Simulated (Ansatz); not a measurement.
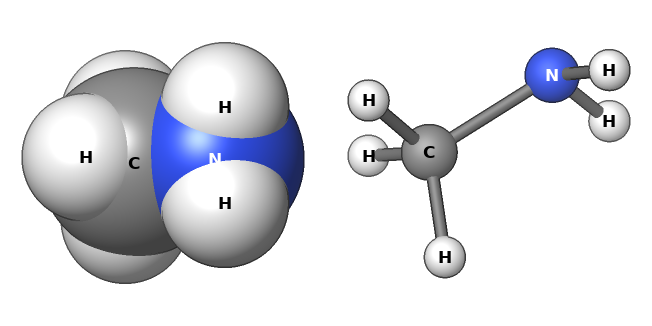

The same structure drawn twice, from different directions.

Which formula does it have?

CH₅N, 7 atoms: 1 carbon, 5 hydrogen and 1 nitrogen.

How many atoms are distinct by symmetry?

5: 2 H, 1 N, 1 C, 2 H, 1 H.

Count the bonded pairs by element.

3 C–H, 2 N–H, 1 C–N. Sticks follow a distance rule.

The parts below concern this one geometry. Atoms keep their numbers from picture to picture. Computed geometry: PBE0-D4/def2-TZVP optimisation.

## Geometry

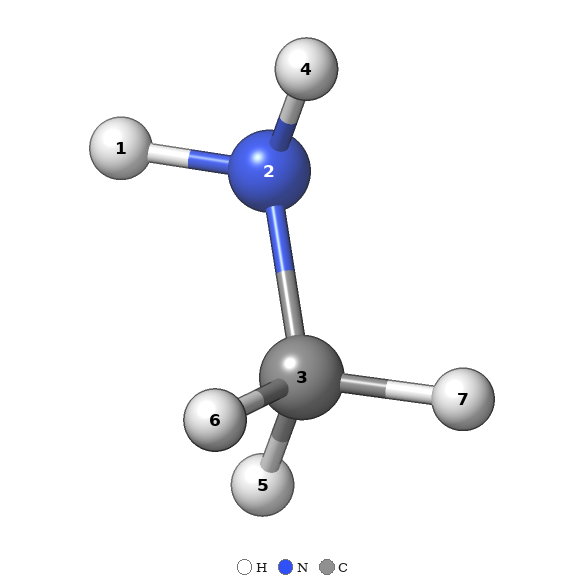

The atoms are numbered.

Give these bond angles: H1–N2–H4, H1–N2–C3, N2–C3–H6, N2–C3–H5, H5–C3–H7, H5–C3–H6.

```json
{"angle": "H1–N2–H4", "degrees": "106.8"}
{"angle": "H1–N2–C3", "degrees": "110.6"}
{"angle": "N2–C3–H6", "degrees": "115.4"}
{"angle": "N2–C3–H5", "degrees": "109.4"}
{"angle": "H5–C3–H7", "degrees": "106.9"}
{"angle": "H5–C3–H6", "degrees": "107.7"}
```

## Electronic properties

Level of theory: RKS PBE0-D4/def2-TZVP (Ansatz 0.2.0).

Predict the main results.

- dipole moment: 1.35 D
- dispersion correction: −4.4 kJ/mol

## Vibrations

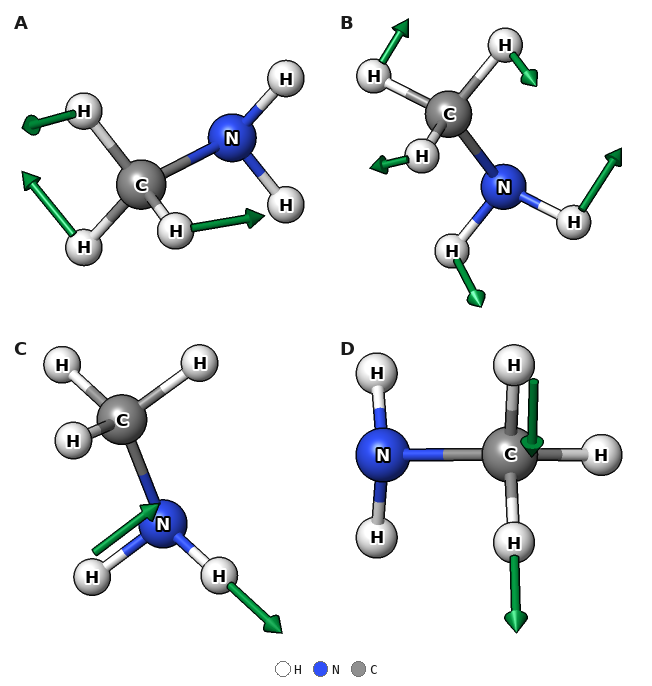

4 normal modes of one molecule or complex, as arrows. Harmonic vibrations computed with RKS PBE0-D4/def2-TZVP (Ansatz 0.2.0) at a stationary point of the same level.

Match the panels to the wavenumbers 305 cm⁻¹, 1490 cm⁻¹, 3120 cm⁻¹, 3612 cm⁻¹.

A: 1490 cm⁻¹, H–C–H bending
B: 305 cm⁻¹, a torsion or out-of-plane motion in which bond lengths and bond angles hardly change
C: 3612 cm⁻¹, out-of-phase stretching of 2 N–H bonds
D: 3120 cm⁻¹, out-of-phase stretching of 2 C–H bonds

## Thermal motion

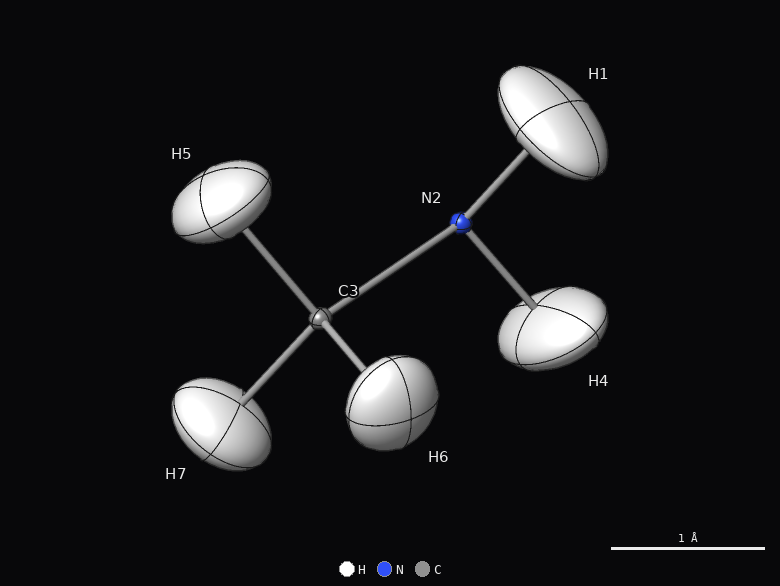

Displacement ellipsoids at the 50 % level, enlarged 2 times, from the internal vibrations of the free molecule (harmonic, no overall translation or rotation; no half-axis is drawn under 0.075 Å). Vibrations computed with RKS PBE0-D4/def2-TZVP (Ansatz 0.2.0). Temperature: 0 K (zero-point motion alone).

Give the displacement parameters, one line for each set of equivalent atoms.

```json
{"atom": "H1, H4", "U_eq (Å²)": "0.0136", "rms amplitudes (Å)": "0.067, 0.112, 0.154"}
{"atom": "N2", "U_eq (Å²)": "0.00035", "rms amplitudes (Å)": "0.015, 0.015, 0.025"}
{"atom": "C3", "U_eq (Å²)": "0.00044", "rms amplitudes (Å)": "0.017, 0.017, 0.027"}
{"atom": "H5, H7", "U_eq (Å²)": "0.0104", "rms amplitudes (Å)": "0.072, 0.108, 0.120"}
{"atom": "H6", "U_eq (Å²)": "0.0098", "rms amplitudes (Å)": "0.073, 0.109, 0.110"}
```
